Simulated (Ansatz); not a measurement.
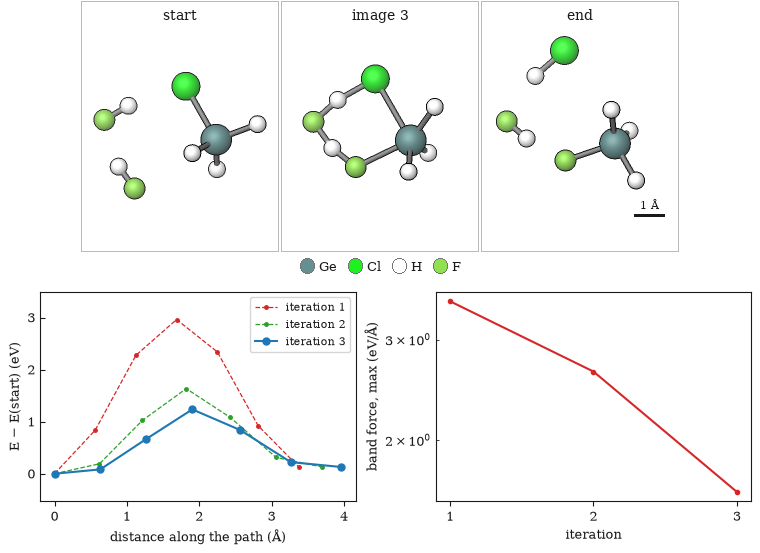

NEB run on GeH₅ClF₂. Images are numbered from 0 (start) to 6 (end). The plot follows the band through its iterations. Style: ball-and-stick. Shown at a tilt.

The calculation used RKS PBE0-D4/def2-SVP (Ansatz).

The input:
```yaml
crystal:
  periodic: [false, false, false]
  atoms:
    - {symbol: Ge, position_ang: [-0.896429, -1.230985, -0.043014]}
    - {symbol: Cl, position_ang: [0.235890, -0.619818, 1.739742]}
    - {symbol: H, position_ang: [0.143329, -1.580469, -1.101273]}
    - {symbol: H, position_ang: [-1.681310, -2.451429, 0.446704]}
    - {symbol: H, position_ang: [-1.795691, -0.050242, -0.391028]}
    - {symbol: H, position_ang: [0.915130, 1.643040, -0.872854]}
    - {symbol: F, position_ang: [0.485437, 1.256618, -1.609911]}
    - {symbol: H, position_ang: [1.129821, 1.135757, 1.139265]}
    - {symbol: F, position_ang: [1.463822, 1.897527, 0.692370]}
basis:
  gaussian: {orbitals: def2-SVP}
hamiltonian: {xc: pbe0, dispersion: d4}
neb:
  images: 5
  climbing: true
  max_iterations: 3
  initial_path: idpp
  final_atoms:
    - {symbol: Ge, position_ang: [-0.987834, -0.883896, -0.789128]}
    - {symbol: Cl, position_ang: [1.367508, -0.514860, 2.172544]}
    - {symbol: H, position_ang: [0.254657, -1.767291, -0.864582]}
    - {symbol: H, position_ang: [-1.686478, -0.877475, 0.567966]}
    - {symbol: H, position_ang: [-1.942158, -1.059592, -1.973106]}
    - {symbol: H, position_ang: [0.642204, 1.652290, -0.156432]}
    - {symbol: F, position_ang: [-0.385860, 0.776192, -1.004576]}
    - {symbol: H, position_ang: [1.476503, 0.644421, 1.599840]}
    - {symbol: F, position_ang: [1.261457, 2.030211, 0.447472]}
```

Command:
```bash
ansatz run in.yaml --threads 8 --pin off --events-out ev --progress --plain --max-ram 19148MiB
```

How did the profile develop, and is the result final?

The result isn't final. The band hadn't converged when the run stopped after 3 iterations. The largest component of the band force went from 3.5 to 1.6 eV/Å. The barrier read from it is provisional. The largest force component is 0.15 eV/Å at the start and 0.26 eV/Å at the end; an end with forces this large is no minimum, and the barrier measured from it can be far off. The settings are unsound (too few iterations), so the numbers of this run aren't to be trusted. The first iteration put the highest image at 2.96 eV. The highest point, image 3, lies 1.24 eV above the start and 1.11 eV above the end; the end is at +0.13 eV relative to the start.

Cost: 14 s on 8 threads of Arm Neoverse V2, with other jobs on the host.
